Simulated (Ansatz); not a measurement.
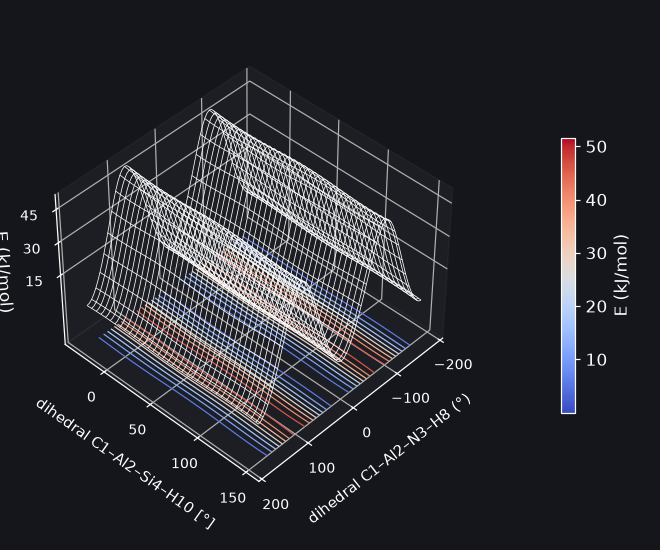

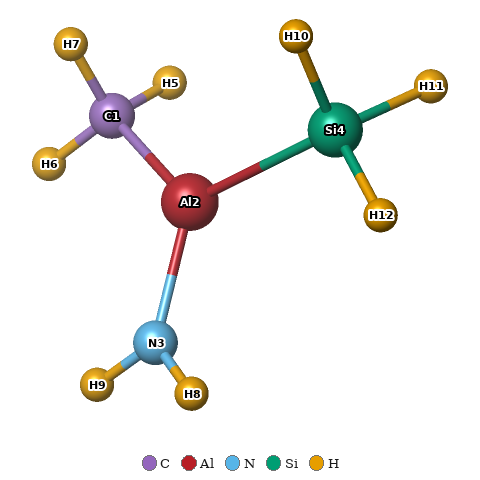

Energy landscape of CH₈AlNSi, SMILES [CH3][Al]([NH2])[SiH3]. First axis: dihedral C1–Al2–N3–H8. Second axis: dihedral C1–Al2–Si4–H10. Nothing is relaxed (all other coordinates rigid). Grid: 8 × 7 points. Energies are in kJ/mol, from the lowest grid point. Level of theory: Ansatz 0.2.0, RKS PBE-D4/def2-SVP.

The picture shows a relief with its contours projected below, any walls above the top of the colour scale cut off. Between grid points the surface is interpolated. The second picture is the structure at the lowest point.

**Where are the wells?**

The lowest grid point is at dihedral C1–Al2–N3–H8 = −180°, dihedral C1–Al2–Si4–H10 = 60°. The same energy is found at dihedral C1–Al2–N3–H8 = 0°, dihedral C1–Al2–Si4–H10 = 60°. The energy also falls towards the edge at dihedral C1–Al2–N3–H8 = −180°, dihedral C1–Al2–Si4–H10 = 150° (0.5 kJ/mol above the lowest) and dihedral C1–Al2–N3–H8 = 0°, dihedral C1–Al2–Si4–H10 = 150° (0.5 kJ/mol above the lowest), where a further well may lie outside the range. The highest grid point, dihedral C1–Al2–N3–H8 = 90°, dihedral C1–Al2–Si4–H10 = 60°, lies 51.6 kJ/mol above the lowest.

The values on the grid:

| dihedral C1–Al2–Si4–H10 ↓, dihedral C1–Al2–N3–H8 → | −180 | −135 | −90 | −45 | 0 | 45 | 90 | 135 |
| --- | --- | --- | --- | --- | --- | --- | --- | --- |
| 150 | 0.5 | 22.8 | 51.0 | 23.9 | 0.5 | 22.8 | 51.0 | 23.9 |
| 120 | 1.0 | 23.3 | 50.3 | 23.3 | 1.0 | 23.3 | 50.3 | 23.3 |
| 90 | 0.5 | 24.0 | 50.9 | 22.7 | 0.5 | 24.0 | 50.9 | 22.7 |
| 60 | 0.0 | 23.4 | 51.6 | 23.3 | 0.0 | 23.4 | 51.6 | 23.3 |
| 30 | 0.5 | 22.7 | 51.0 | 24.0 | 0.5 | 22.7 | 51.0 | 24.0 |
| 0 | 1.0 | 23.3 | 50.3 | 23.3 | 1.0 | 23.3 | 50.3 | 23.3 |
| −30 | 0.5 | 24.0 | 51.0 | 22.8 | 0.6 | 24.0 | 51.0 | 22.8 |

The input of one point:

```yaml
crystal:
  periodic: [false, false, false]
  atoms:
    - { symbol: C, position_ang: [-1.013985, 1.768834, 0.105455] }
    - { symbol: Al, position_ang: [-0.046605, 0.069961, 0.319603] }
    - { symbol: "N", position_ang: [0.266485, -0.567508, 1.962459] }
    - { symbol: Si, position_ang: [0.796673, -1.296205, -1.54462] }
    - { symbol: H, position_ang: [-1.943045, 1.625285, -0.486796] }
    - { symbol: H, position_ang: [-1.299235, 2.225232, 1.075952] }
    - { symbol: H, position_ang: [-0.39946, 2.509808, -0.449301] }
    - { symbol: H, position_ang: [0.760037, -1.439636, 2.168171] }
    - { symbol: H, position_ang: [-0.018049, -0.120228, 2.838119] }
    - { symbol: H, position_ang: [1.7906, -0.543229, -2.399384] }
    - { symbol: H, position_ang: [-0.309227, -1.733612, -2.477874] }
    - { symbol: H, position_ang: [1.492568, -2.553978, -1.077795] }
basis:
  gaussian: { orbitals: def2-SVP }
hamiltonian:
  xc: pbe
  dispersion: d4
output:
  forces: true
```

Each point was launched as `ansatz run input.yaml --threads 1 --pin off --max-ram 2560MiB --backend cpu --events-out ev --progress --plain --runs-dir out`. The whole map (56 points run) took 17 min on 1 thread of Intel(R) Xeon(R) Processor @ 2.50GHz (Skylake/Cascade Lake) (shared host).
